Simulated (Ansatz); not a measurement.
# AlH3O (built from SMILES [OH][AlH2]): one structure at several levels

Aim: energy, forces and dipole at a displaced guess of a reacting structure, from CCSD(T) and from density functionals.

The runs use Ansatz 0.2.0, Gaussian basis; single points in def2-TZVPP.

Cores are frozen in the correlated methods.

### 1 Starting geometry

5 atoms, charge 0, spin multiplicity 1.

Atoms are counted from 1 here; the program's logs count them from 0.

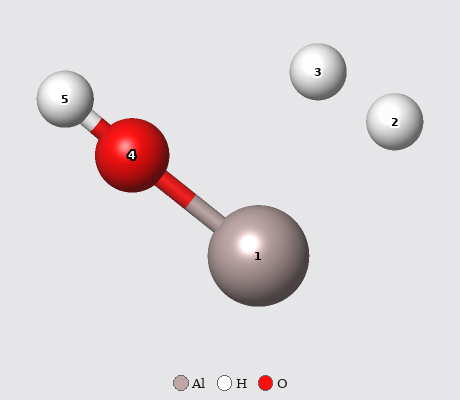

As it starts; aluminium light grey, hydrogen white, oxygen red; atoms are numbered from 1 in the order of the file.

Coordinates:

```
Al   -0.7407   -0.8883    0.4962
H    -0.0778   -1.0168   -1.4095
H     0.3480   -0.2056   -1.0860
O    -0.0002    0.5970    0.8820
H     0.4586    1.3757    1.0935
```

### 2 CCSD(T)/def2-TZVPP

Contents of run/in.yaml:

```yaml
crystal:
  periodic: [false, false, false]
  atoms:
    - {symbol: Al, position_ang: [-0.740700, -0.888300, 0.496200]}
    - {symbol: H, position_ang: [-0.077800, -1.016800, -1.409500]}
    - {symbol: H, position_ang: [0.348000, -0.205600, -1.086000]}
    - {symbol: O, position_ang: [-0.000200, 0.597000, 0.882000]}
    - {symbol: H, position_ang: [0.458600, 1.375700, 1.093500]}
basis:
  gaussian: {orbitals: def2-TZVPP}
correlation: {method: ccsd_t}
output: {forces: true}
```

The command line of these runs was not kept.

### 3 PBE0-D4/def2-TZVPP

run/in.yaml, as its differences from that of step 2:

```diff
@@ -10,3 +10,3 @@
   gaussian: {orbitals: def2-TZVPP}
-correlation: {method: ccsd_t}
-output: {forces: true}
+hamiltonian: {xc: pbe0, dispersion: d4}
+output: {forces: true, orbitals: {seedname: orbitals}}
```

### 4 wB97M-V/def2-TZVPP

run/in.yaml, as its differences from that of step 3:

```diff
@@ -10,3 +10,3 @@
   gaussian: {orbitals: def2-TZVPP}
-hamiltonian: {xc: pbe0, dispersion: d4}
-output: {forces: true, orbitals: {seedname: orbitals}}
+hamiltonian: {xc: {name: wB97M-V}}
+output: {forces: true}
```

### 5 r2SCAN-D4/def2-TZVPP

run/in.yaml, as its differences from that of step 4:

```diff
@@ -10,3 +10,3 @@
   gaussian: {orbitals: def2-TZVPP}
-hamiltonian: {xc: {name: wB97M-V}}
+hamiltonian: {xc: r2scan, dispersion: d4}
 output: {forces: true}
```

### 6 PBE-D4/def2-TZVPP

run/in.yaml, as its differences from that of step 5:

```diff
@@ -10,3 +10,3 @@
   gaussian: {orbitals: def2-TZVPP}
-hamiltonian: {xc: r2scan, dispersion: d4}
+hamiltonian: {xc: pbe, dispersion: d4}
 output: {forces: true}
```

### 7 BHLYP-D4/def2-TZVPP

run/in.yaml, as its differences from that of step 6:

```diff
@@ -10,3 +10,3 @@
   gaussian: {orbitals: def2-TZVPP}
-hamiltonian: {xc: pbe, dispersion: d4}
+hamiltonian: {xc: {name: BHLYP}, dispersion: d4}
 output: {forces: true}
```

### 8 SPW92/def2-TZVPP

run/in.yaml, as its differences from that of step 7:

```diff
@@ -10,3 +10,3 @@
   gaussian: {orbitals: def2-TZVPP}
-hamiltonian: {xc: {name: BHLYP}, dispersion: d4}
+hamiltonian: {xc: lda}
 output: {forces: true}
```

(Steps that only read results are left out.)

What does the calculation give? Wanted: energy less free atoms, CCSD(T)/def2-TZVPP; RMS force component; RMS force error; HOMO and LUMO, PBE0-D4; T1 diagnostic.

The runs gave:

| quantity | value |
| --- | --- |
| energy less free atoms, CCSD(T)/def2-TZVPP | -1302.5 kJ/mol |
| RMS force component | 1.410 to 1.615 eV/Å over the methods |
| RMS force error | PBE0-D4 0.072, wB97M-V 0.070, r2SCAN-D4 0.108, PBE-D4 0.265, BHLYP-D4 0.189, SPW92 0.420 eV/Å |
| HOMO and LUMO, PBE0-D4 | -5.78 and -0.87 eV |
| T1 diagnostic | 0.015 |

Against CCSD(T) the functionals' energies less atoms differ by -244.5 to +24.6 kJ/mol, PBE-D4 by -46.0 kJ/mol. The reference is not at the basis limit: in triple zeta CCSD(T) underbinds, which counts against methods that bind more; the gaps are no ranking. On forces the order runs from wB97M-V to SPW92. Frozen-core CCSD(T) forces in triple zeta carry basis errors of their own, and this is one geometry, so small gaps rank nothing. The restricted Hartree–Fock reference is unstable towards an unrestricted one at one or more of these structures.
